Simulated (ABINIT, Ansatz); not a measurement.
# Ba (Pm-3m): from the cell to the phonon bands

Aim: the phonon dispersion of Ba (Pm-3m), checked by a second program.

Main program and level: ABINIT 10.8.3; DFT LDA, scalar-relativistic, plane waves, PseudoDojo stringent norm-conserving pseudopotentials.

This is not the structure that Ba takes at ambient pressure and room temperature (bcc); it is a model or a phase of other conditions.

### Step 1. Starting point

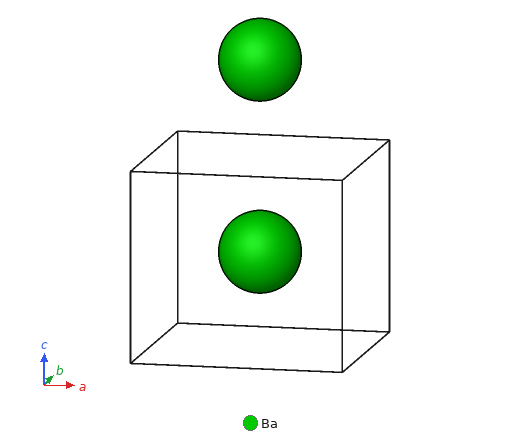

The cell as given, slightly off an axis (barium green). 1×1×2 cells are drawn.

### Step 2. A probe with smearing

A first run with smearing and empty bands tells whether the crystal has a gap, which decides between fixed occupations and smearing later on.

File probe.abi:

```
# ground state
tolvrs 1.0d-08
prtden 1
prtwf 1

# basis, mesh and filling
ecut 21.5
ngkpt 4 4 6
nshiftk 1
shiftk 0.0 0.0 0.0
istwfk *1
occopt 7
tsmear 0.005
nband 11
nstep 100
diemac 9.0
prtebands 0
prtgsr 0
useylm 1

# cell and atoms
acell 7.558243094 7.558243094 6.813481242
rprim 
    1.0 0.0 0.0
    0.0 1.0 0.0
    0.0 0.0 1.0
ntypat 1
znucl 56
natom 1
typat 1
xred 
    0.5 0.5 0.5
pp_dirpath "./pseudo"
pseudos "Ba.upf"
```

Run with:

```console
> OMP_NUM_THREADS=1 mpirun -n 4 abinit probe.abi > probe.log
```

Numbers of over 12 decimals in the logs are rounded to 6 here.

probe.abo, the main output file:

```text
[banners, grids, parts of the stress and lines that vanish by symmetry left out]
- input  file    -> probe.abi
- output file    -> probe.abo
- root for input  files -> probei
[...]
Symmetries : space group P4/m m m (#123); Bravais tP (primitive tetrag.)
[...]
mpw =        1866          nfft =       30720          nkpt =          24
[...]
== DATASET  1 ==================================================================
[...]
cutoff_energies: {ecut:  21.5, pawecutdg:  -1.0, }
[...]
ETOT  1  -28.144913607835    -2.814E+01 2.386E-02 1.232E+00
 ETOT  2  -28.156158898503    -1.125E-02 9.575E-04 7.699E-02
 ETOT  3  -28.156183644494    -2.475E-05 4.128E-04 1.474E-03
 ETOT  4  -28.156184030168    -3.857E-07 2.026E-04 3.958E-05
 ETOT  5  -28.156184037102    -6.934E-09 5.843E-05 8.994E-07
 ETOT  6  -28.156184037274    -1.722E-10 2.935E-05 1.684E-08
 ETOT  7  -28.156184037278    -3.407E-12 6.417E-06 3.476E-10
 At SCF step    7       vres2   =  3.48E-10 < tolvrs=  1.00E-08 =>converged.
[...]
sigma(1 1)=  6.14754794E-05  sigma(3 2)=  0.00000000E+00
  sigma(2 2)=  6.14754794E-05  sigma(3 1)=  0.00000000E+00
  sigma(3 3)= -4.50341668E-05  sigma(2 1)=  0.00000000E+00
[...]
convergence: {deltae: -3.407E-12, res2:  3.476E-10, residm:  6.417E-06, diffor: null, }
etotal    :  -2.81561840E+01
[...]
sigma(1 1)=  6.14754794E-05  sigma(3 2)=  0.00000000E+00
  sigma(2 2)=  6.14754794E-05  sigma(3 1)=  0.00000000E+00
  sigma(3 3)= -4.50341668E-05  sigma(2 1)=  0.00000000E+00
[...]
- sigma(1 1)=  1.80867105E+00  sigma(3 2)=  0.00000000E+00
- sigma(2 2)=  1.80867105E+00  sigma(3 1)=  0.00000000E+00
- sigma(3 3)= -1.32495093E+00  sigma(2 1)=  0.00000000E+00
[...]
fcart     -0.0000000000E+00 -0.0000000000E+00 -0.0000000000E+00
           strten      6.1475479428E-05  6.1475479428E-05 -4.5034166846E-05
================================================================================

[key lines of the parts left out:]
pressure_GPa:  -7.6413E-01
```

It took 4.8 s on 4 MPI ranks of Arm Neoverse V1, shared host; 15 s of CPU time.

Read from the output:

| Property | Result |
| --- | --- |
| volume per atom | 57.68 Å³ |
| pressure | -0.7641 GPa |
| gap on the k-mesh | 0 eV |

No gap opens on this mesh, so smearing is kept; the printed pressure holds the stress of the finite basis too.

### Step 3. Relaxing the cell and atoms

The harmonic expansion needs vanishing forces, and a free crystal bears no stress, so cell and atoms are brought to rest. Stress is more sensitive to the basis than forces are: the last 3 Ha under the cutoff are smoothed with ecutsm, and the cutoff is raised above that of the later runs.

File relax.abi:

```
# relaxation
ionmov 2
optcell 2
dilatmx 1.08
ntime 40
tolmxf 1.0d-05
tolvrs 1.0d-14
prtwf 0
prtden 0
chksymtnons 0

# basis, mesh and filling
ecut 28.0
ecutsm 3.0
ngkpt 8 8 8
nshiftk 1
shiftk 0.0 0.0 0.0
istwfk *1
occopt 6
tsmear 0.01
nband 11
nstep 100
diemac 1000000.0
prtebands 0
prtgsr 0
useylm 1

# cell and atoms
acell 7.558243094 7.558243094 6.813481242
rprim 
    1.0 0.0 0.0
    0.0 1.0 0.0
    0.0 0.0 1.0
ntypat 1
znucl 56
natom 1
typat 1
xred 
    0.5 0.5 0.5
pp_dirpath "./pseudo"
pseudos "Ba.upf"
```

Run with:

```console
> OMP_NUM_THREADS=1 mpirun -n 4 abinit relax.abi > relax.log
```

relax.abo, the main output file:

```text
[banners, grids, parts of the stress and lines that vanish by symmetry left out]
- input  file    -> relax.abi
- output file    -> relax.abo
- root for input  files -> relaxi
[...]
Symmetries : space group P4/m m m (#123); Bravais tP (primitive tetrag.)
[...]
mpw =        3500          nfft =       57600          nkpt =          75
[...]
== DATASET  1 ==================================================================
[...]
cutoff_energies: {ecut:  28.0, pawecutdg:  -1.0, }
[...]
ETOT  1  -28.141143663860    -2.814E+01 4.009E-02 2.112E+00
 ETOT  2  -28.156225586384    -1.508E-02 9.167E-03 7.261E-02
 ETOT  3  -28.156233413239    -7.827E-06 3.665E-04 3.856E-03
 ETOT  4  -28.156233802268    -3.890E-07 4.474E-04 9.590E-05
 ETOT  5  -28.156233812269    -1.000E-08 1.900E-04 4.908E-06
[...]
At SCF step   11       vres2   =  4.57E-16 < tolvrs=  1.00E-14 =>converged.
[...]
sigma(1 1)=  6.37876222E-05  sigma(3 2)=  0.00000000E+00
  sigma(2 2)=  6.37876222E-05  sigma(3 1)=  0.00000000E+00
  sigma(3 3)= -5.04915032E-05  sigma(2 1)=  0.00000000E+00
[...]
convergence: {deltae: -2.345E-13, res2:  4.570E-16, residm:  1.449E-05, diffor: null, }
etotal    :  -2.81562338E+01
[...]
ETOT  1  -28.156335289039    -2.816E+01 7.620E-04 1.269E-01
[...]
At SCF step   10       vres2   =  6.64E-16 < tolvrs=  1.00E-14 =>converged.
[...]
sigma(1 1)=  6.22781644E-05  sigma(3 2)=  0.00000000E+00
  sigma(2 2)=  6.22781644E-05  sigma(3 1)=  0.00000000E+00
  sigma(3 3)= -4.83497958E-05  sigma(2 1)=  0.00000000E+00
[...]
convergence: {deltae: -2.132E-13, res2:  6.642E-16, residm:  5.579E-06, diffor: null, }
etotal    :  -2.81563568E+01
[...]
ETOT  1  -28.115791141377    -2.812E+01 2.228E+02 2.559E+02
[...]
At SCF step   11       vres2   =  3.00E-15 < tolvrs=  1.00E-14 =>converged.
[...]
sigma(1 1)=  4.88696815E-06  sigma(3 2)=  0.00000000E+00
  sigma(2 2)=  4.88696815E-06  sigma(3 1)=  0.00000000E+00
  sigma(3 3)=  1.54916205E-05  sigma(2 1)=  0.00000000E+00
[...]
convergence: {deltae:  3.268E-13, res2:  3.000E-15, residm:  3.970E-02, diffor: null, }
etotal    :  -2.81582891E+01
[...]
ETOT  1  -28.158285588787    -2.816E+01 8.023E-04 3.627E-02
[...]
At SCF step    9       vres2   =  7.21E-16 < tolvrs=  1.00E-14 =>converged.
[...]
sigma(1 1)=  5.53157306E-06  sigma(3 2)=  0.00000000E+00
  sigma(2 2)=  5.53157306E-06  sigma(3 1)=  0.00000000E+00
  sigma(3 3)=  1.44767882E-05  sigma(2 1)=  0.00000000E+00
[...]
convergence: {deltae: -2.522E-13, res2:  7.213E-16, residm:  2.849E-07, diffor: null, }
etotal    :  -2.81582918E+01
[...]
ETOT  1  -28.158173988074    -2.816E+01 6.086E-04 7.967E-01
[...]
sigma(1 1)=  7.35399412E-06  sigma(3 2)=  0.00000000E+00
  sigma(2 2)=  7.35399412E-06  sigma(3 1)=  0.00000000E+00
[...]
convergence: {deltae: -7.958E-13, res2:  3.911E-16, residm:  7.269E-05, diffor: null, }
etotal    :  -2.81583081E+01
[...]
ETOT  1  -28.158207715641    -2.816E+01 6.250E+05 9.487E-01
[...]
convergence: {deltae: -3.588E-13, res2:  2.410E-16, residm:  4.437E-06, diffor: null, }
etotal    :  -2.81583252E+01
[...]
ETOT  1  -28.158171446645    -2.816E+01 3.141E-02 1.699E+00
[...]
convergence: {deltae:  6.288E-13, res2:  6.307E-15, residm:  6.731E-06, diffor: null, }
etotal    :  -2.81583408E+01
[...]
ETOT  1  -28.158299138482    -2.816E+01 2.115E-01 3.882E-01
[...]
convergence: {deltae: -4.476E-13, res2:  3.232E-15, residm:  8.764E-07, diffor: null, }
etotal    :  -2.81583443E+01
[...]
ETOT  1  -28.158340379572    -2.816E+01 5.069E-07 2.534E-02
[...]
At SCF step    9       vres2   =  4.73E-16 < tolvrs=  1.00E-14 =>converged.
[...]
sigma(2 2)=  4.56267348E-09  sigma(3 1)=  0.00000000E+00
  sigma(3 3)= -1.57454617E-07  sigma(2 1)=  0.00000000E+00
[...]
convergence: {deltae:  9.770E-13, res2:  4.733E-16, residm:  2.600E-06, diffor: null, }
etotal    :  -2.81583446E+01
[...]
ETOT  1  -28.158344513646    -2.816E+01 2.215E-06 4.897E-04
[...]
ETOT  7  -28.158344581663    -5.613E-13 3.718E-07 7.888E-14
 ETOT  8  -28.158344581662     3.553E-13 1.327E-06 5.487E-16
 At SCF step    8       vres2   =  5.49E-16 < tolvrs=  1.00E-14 =>converged.
[...]
sigma(1 1)= -3.21754369E-09  sigma(3 2)=  0.00000000E+00
  sigma(2 2)= -3.21754369E-09  sigma(3 1)=  0.00000000E+00
  sigma(3 3)= -5.77117413E-09  sigma(2 1)=  0.00000000E+00
[...]
convergence: {deltae:  3.553E-13, res2:  5.487E-16, residm:  1.327E-06, diffor: null, }
etotal    :  -2.81583446E+01
[...]
At Broyd/MD step  10, gradients are converged :
[...]
sigma(1 1)= -3.21754369E-09  sigma(3 2)=  0.00000000E+00
  sigma(2 2)= -3.21754369E-09  sigma(3 1)=  0.00000000E+00
  sigma(3 3)= -5.77117413E-09  sigma(2 1)=  0.00000000E+00
[...]
- sigma(1 1)= -9.46634037E-05  sigma(3 2)=  0.00000000E+00
- sigma(2 2)= -9.46634037E-05  sigma(3 1)=  0.00000000E+00
- sigma(3 3)= -1.69793805E-04  sigma(2 1)=  0.00000000E+00
[...]
have changed between the initial recognition based on the input file
 and a postprocessing based on the final acell, rprim, and xred.
 More details in the log file.

[key lines of the parts left out:]
pressure_GPa:   1.1971E-04
Total energy (etotal) [Ha]= -2.81583445816625E+01
```

Run time: 3 min. Hardware: 4 MPI ranks; 12 min of CPU time.

Step by step:

| step | energy less that of the first step (eV) | largest force (eV/Å) | volume (Å³) |
| --- | --- | --- | --- |
| 1 | 0.0000 | 0.0000 | 57.68 |
| 2 | -0.0033 | 0.0000 | 57.55 |
| 3 | -0.0559 | 0.0000 | 53.09 |
| 4 | -0.0560 | 0.0000 | 53.11 |
| 5 | -0.0564 | 0.0000 | 52.97 |
| 6 | -0.0569 | 0.0000 | 52.56 |
| 7 | -0.0573 | 0.0000 | 51.90 |
| 8 | -0.0574 | 0.0000 | 51.63 |
| 9 | -0.0574 | 0.0000 | 51.61 |
| 10 | -0.0574 | 0.0000 | 51.62 |

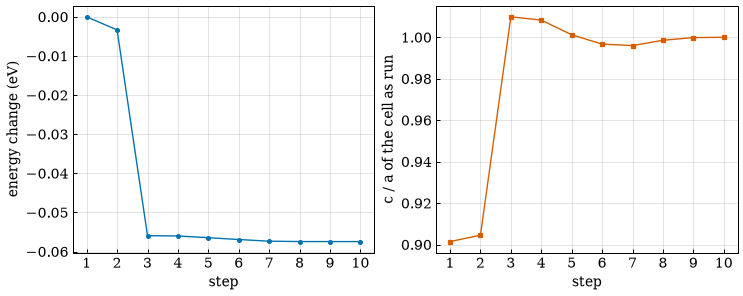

Energy and cell shape along the relaxation.

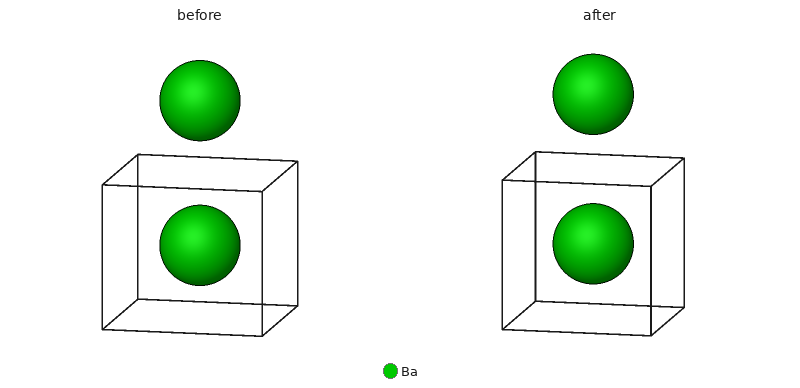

The structure before and after the relaxation, drawn at the same scale.

| cell as run | before | after | change |
| --- | --- | --- | --- |
| a (Å) | 4.000 | 3.723 | -6.9 % |
| b (Å) | 4.000 | 3.723 | -6.9 % |
| c (Å) | 3.606 | 3.723 | +3.3 % |
| volume (Å³/atom) | 57.68 | 51.62 | -10.5 % |

The relaxed structure:

```xyz
1
Lattice="3.7234 0.0000 0.0000 0.0000 3.7234 0.0000 0.0000 0.0000 3.7234" Properties=species:S:1:pos:R:3 pbc="T T T"
Ba    1.8617    1.8617    1.8617
```

This step gave:

```
volume per atom : 51.62 Å³
pressure        : 1.20e-4 GPa
```

The volume changes by -10.5 % in this run and stands -10.5 % from the first cell.

### Step 4. Ground state

First-order wavefunctions inherit every error of the ground state, hence the very tight tolvrs. Smearing stays on, as the first look found no gap above 0.3 eV.

File gs.abi:

```
# ground state
tolvrs 1.0d-16
prtden 1
prtwf 1

# basis, mesh and filling
ecut 21.5
ngkpt 8 8 8
nshiftk 1
shiftk 0.0 0.0 0.0
istwfk *1
occopt 6
tsmear 0.01
nband 11
nstep 100
diemac 1000000.0
prtebands 0
prtgsr 0
useylm 1

# cell and atoms
acell 7.036268193 7.036268193 7.036268193
rprim 
    1.0 0.0 0.0
    0.0 1.0 0.0
    0.0 0.0 1.0
ntypat 1
znucl 56
natom 1
typat 1
xred 
    0.5 0.5 0.5
pp_dirpath "./pseudo"
pseudos "Ba.upf"
```

Run with:

```console
> OMP_NUM_THREADS=1 mpirun -n 4 abinit gs.abi > gs.log
```

gs.abo, the main output file:

```text
[banners, grids, parts of the stress and lines that vanish by symmetry left out]
- input  file    -> gs.abi
- output file    -> gs.abo
- root for input  files -> gsi
[...]
Symmetries : space group Pm -3 m (#221); Bravais cP (primitive cubic)
[...]
mpw =        1682          nfft =       27000          nkpt =          35
[...]
== DATASET  1 ==================================================================
[...]
cutoff_energies: {ecut:  21.5, pawecutdg:  -1.0, }
[...]
ETOT  1  -28.146833057446    -2.815E+01 3.664E-02 1.323E+00
 ETOT  2  -28.158322252262    -1.149E-02 2.510E-03 4.224E-02
 ETOT  3  -28.158329139420    -6.887E-06 4.013E-04 2.683E-03
 ETOT  4  -28.158329634095    -4.947E-07 2.900E-04 4.540E-05
 ETOT  5  -28.158329643349    -9.254E-09 1.366E-04 8.161E-07
[...]
ETOT  9  -28.158329643528    -1.421E-14 3.086E-05 3.963E-15
 ETOT 10  -28.158329643528    -4.974E-14 2.917E-05 3.084E-17
 At SCF step   10       vres2   =  3.08E-17 < tolvrs=  1.00E-16 =>converged.
[...]
sigma(1 1)=  3.51851012E-07  sigma(3 2)=  0.00000000E+00
  sigma(2 2)=  3.51851012E-07  sigma(3 1)=  0.00000000E+00
  sigma(3 3)=  3.51851012E-07  sigma(2 1)=  0.00000000E+00
[...]
convergence: {deltae: -4.974E-14, res2:  3.084E-17, residm:  2.917E-05, diffor: null, }
etotal    :  -2.81583296E+01
[...]
sigma(1 1)=  3.51851012E-07  sigma(3 2)=  0.00000000E+00
  sigma(2 2)=  3.51851012E-07  sigma(3 1)=  0.00000000E+00
  sigma(3 3)=  3.51851012E-07  sigma(2 1)=  0.00000000E+00
[...]
- sigma(1 1)=  1.03518142E-02  sigma(3 2)=  0.00000000E+00
- sigma(2 2)=  1.03518142E-02  sigma(3 1)=  0.00000000E+00
- sigma(3 3)=  1.03518142E-02  sigma(2 1)=  0.00000000E+00
[...]
fcart     -0.0000000000E+00 -0.0000000000E+00 -0.0000000000E+00
           strten      3.5185101235E-07  3.5185101235E-07  3.5185101235E-07
================================================================================

[key lines of the parts left out:]
pressure_GPa:  -1.0352E-02
```

Wall time 5.9 s (4 MPI ranks); 23 s of CPU time.

Numbers from this step:

```yaml
pressure: -0.01035 GPa
```

The cell stands at -0.010 GPa, close enough for phonons.

(Part 1 of 3 ends here.)

[Host names and launcher messages were left out of these logs when they were recorded.]

[Logs are printed without paths, hosts, clocks, repeated set-up lines and the standing remarks that a program may print on its own settings, such as how far it seeks lower states.]

[Hosts, paths, dates, database ids (printed as entryN), source tags and the programs' standing remarks are cut or masked in the printed files.]
